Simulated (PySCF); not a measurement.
Vertical excitations of a molecule C2H10N2Sn from TDA-PBE/def2-SVPD in PySCF 2.14.0, as energy in eV (oscillator strength): 3.93 (0.018), 4.31 (0.051), 4.47 (0.011), 5.03 (0.005), 5.38 (0.005), 5.55 (0.017), 5.59 (0.066), 5.81 (0.024), 5.86 (0.040), 6.04 (0.012). Lowest triplet (TDA): 3.77 eV. Geometry optimised at r2SCAN-D4/def2-SVP. The def2 effective core potentials stand for the cores of Sn; spin–orbit coupling is left out. One conformer was computed; it need not be the lowest.

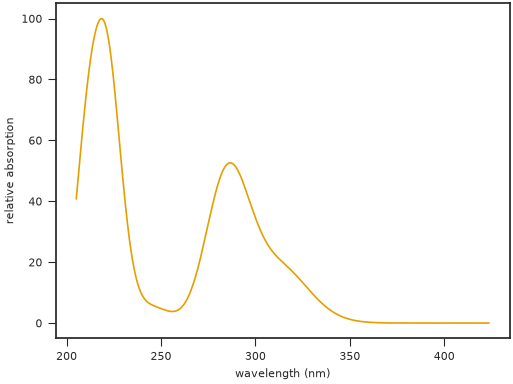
*The lines broadened by 0.4 eV.*

Task: Which molecule gave these data?
A) C[NH][SnH2][NH]C
B) C[N](C)[SnH2][NH2]
C) C[CH2][SnH]([NH2])[NH2]

Result: B, C[N](C)[SnH2][NH2]
